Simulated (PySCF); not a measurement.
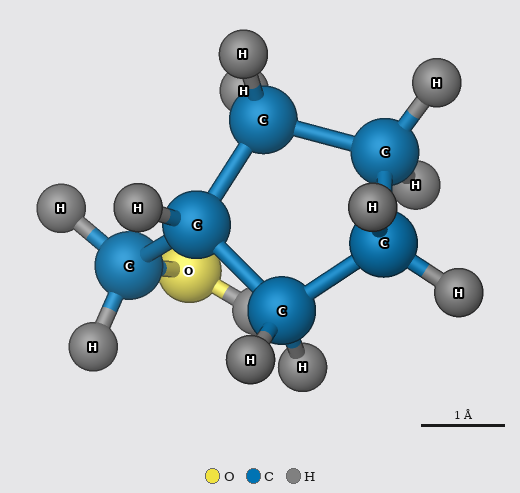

Figure 1. The structure (ball-and-stick view, seen at a tilt). Bond lengths as drawn: C–C 1.53 to 1.54 Å, C–H 1.09 to 1.10 Å, C–O 1.41 Å and H–O 0.96 Å.

# NMR shielding calculation of C6H12O

C6H12O, SMILES OCC1CCCC1, computed with GIAO KT2/pcSseg-1 NMR shielding, non-relativistic, IEF-PCM chloroform (PySCF 2.14.0).

The geometry comes from this level: GFN2-xTB. Figures and captions count atoms from 1; the log counts them from 0 in places.

### Log
```
coarse grid: 15048 points
cycle   1  E = -316.0813452938  dE =  6.479e-01  |g| = 8.269e-01  |ddm| = 3.771e+00
cycle   2  E = -315.8049926891  dE =  2.764e-01  |g| = 1.413e+00  |ddm| = 2.171e+00
cycle   3  E = -316.2282571512  dE = -4.233e-01  |g| = 1.179e-01  |ddm| = 1.604e+00
cycle   4  E = -316.2306246881  dE = -2.368e-03  |g| = 5.811e-02  |ddm| = 1.575e-01
cycle   5  E = -316.2313536190  dE = -7.289e-04  |g| = 1.590e-02  |ddm| = 6.337e-02
cycle   6  E = -316.2314093962  dE = -5.578e-05  |g| = 3.017e-03  |ddm| = 1.809e-02
cycle   7  E = -316.2314112248  dE = -1.829e-06  |g| = 1.103e-03  |ddm| = 3.217e-03
final grid: 142920 points
cycle   8  E = -316.2721113584  dE = -2.784e-04  |g| = 1.554e-02  |ddm| = 6.016e-02
cycle   9  E = -316.2720281143  dE =  8.324e-05  |g| = 2.394e-02  |ddm| = 3.407e-02
cycle  10  E = -316.2721670756  dE = -1.390e-04  |g| = 1.485e-03  |ddm| = 2.251e-02
cycle  11  E = -316.2721674810  dE = -4.054e-07  |g| = 5.676e-04  |ddm| = 1.609e-03
cycle  12  E = -316.2721675529  dE = -7.194e-08  |g| = 1.555e-04  |ddm| = 5.028e-04
cycle  13  E = -316.2721675569  dE = -4.007e-09  |g| = 5.467e-05  |ddm| = 1.528e-04
cycle  14  E = -316.2721675575  dE = -6.308e-10  |g| = 5.459e-06  |ddm| = 5.251e-05
```

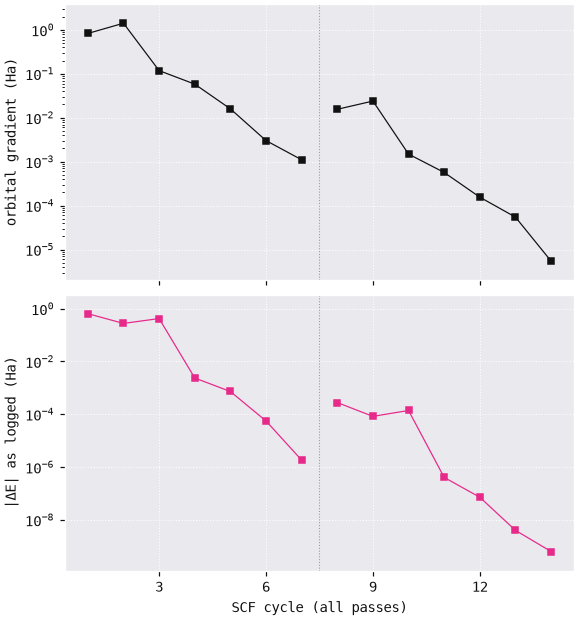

Figure 2. Convergence of the self-consistent field: orbital gradient and size of the energy change against the SCF cycle. The dotted line marks the change from a coarse to the final integration grid. The first 7 cycles use a coarse grid, the final grid takes over at cycle 8, and the field converges after 14 cycles in all.

```
converged SCF energy = -316.2721675575

GIAO shielding tensors (ppm)
atom      isotropic    diamagn.    paramagn.     s11        s22        s33       span
  0 O      316.035     392.067     -76.032    282.088    299.999    366.017     83.929
  1 C      115.437     244.266    -128.829     92.674    110.718    142.919     50.244
  2 C      141.111     250.923    -109.812    120.059    147.914    155.360     35.301
  3 C      152.836     249.838     -97.001    119.712    162.305    176.492     56.781
  4 C      152.469     250.298     -97.829    125.925    163.283    168.199     42.275
  5 C      152.691     249.289     -96.599    130.079    160.757    167.237     37.157
  6 C      156.514     249.417     -92.903    125.753    168.680    175.108     49.355
  7 H       31.028      33.641      -2.614     21.354     31.036     40.692     19.338
  8 H       27.733      29.217      -1.484     23.162     27.010     33.027      9.865
  9 H       27.547      29.353      -1.806     22.452     27.092     33.098     10.647
 10 H       29.230      32.951      -3.721     25.747     26.594     35.350      9.603
 11 H       29.582      31.044      -1.462     25.072     27.319     36.356     11.284
 12 H       30.494      32.688      -2.194     25.822     30.010     35.650      9.829
 13 H       30.130      31.042      -0.912     25.526     27.745     37.120     11.594
 14 H       29.639      29.936      -0.297     25.037     26.896     36.983     11.946
 15 H       30.388      31.601      -1.213     26.326     28.623     36.213      9.887
 16 H       29.673      29.662       0.011     24.906     26.987     37.126     12.220
 17 H       29.491      31.575      -2.084     25.200     28.466     34.808      9.608
 18 H       29.923      31.374      -1.452     24.555     27.861     37.352     12.797
```

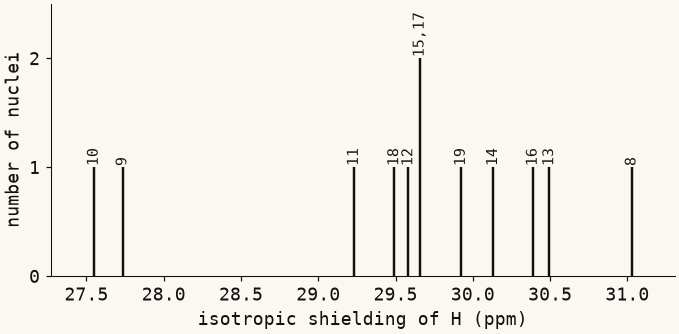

Figure 3. Isotropic shieldings of the hydrogen nuclei in this fixed geometry, labelled by atom number; shielding grows to the right, so chemical shift grows to the left. The least shielded is H10 (27.5 ppm), the most shielded H8 (31.0 ppm).

This output came from the following input.

### The input
```
{"job": {"xc": "KT2", "basis": "pcSseg-1", "solvent": "chloroform", "kind": "nmr", "pop": false}, "charge": 0, "multiplicity": 1}
O      2.080291    -0.971524    -0.709585
C      1.982216     0.196150     0.066146
C      0.547819     0.532705     0.495664
C     -0.318889     1.023171    -0.679788
C     -1.694023     0.404841    -0.440197
C     -1.356191    -0.971462     0.124548
C     -0.188059    -0.694935     1.074723
H      1.435736    -0.915947    -1.424782
H      2.601303     0.009289     0.947150
H      2.407279     1.055097    -0.476999
H      0.616725     1.319456     1.251147
H     -0.353442     2.110692    -0.731602
H      0.082857     0.660452    -1.629940
H     -2.239169     0.987402     0.304090
H     -2.295210     0.355665    -1.347502
H     -1.038156    -1.634434    -0.682187
H     -2.200469    -1.435978     0.631672
H      0.482142    -1.550304     1.146523
H     -0.562564    -0.471086     2.073458
```

The first line tells a small driver script what to run in PySCF; the rest is the geometry in Å.

Run as:
```bash
OMP_NUM_THREADS=1 python <driver script> task.json out
```

### Results in brief

- outcome: converged
- total energy: −316.272168 hartree
- HOMO: −6.20 eV
- LUMO: 0.29 eV
- dipole moment: 1.91 D
- isotropic shielding, O: 316.0 ppm
- isotropic shielding, C: 115.4 to 156.5 ppm
- isotropic shielding, H: 27.5 to 31.0 ppm
- hardware: 1 CPU thread, shared host
- wall time: 20 s
- peak memory: 0.93 GiB
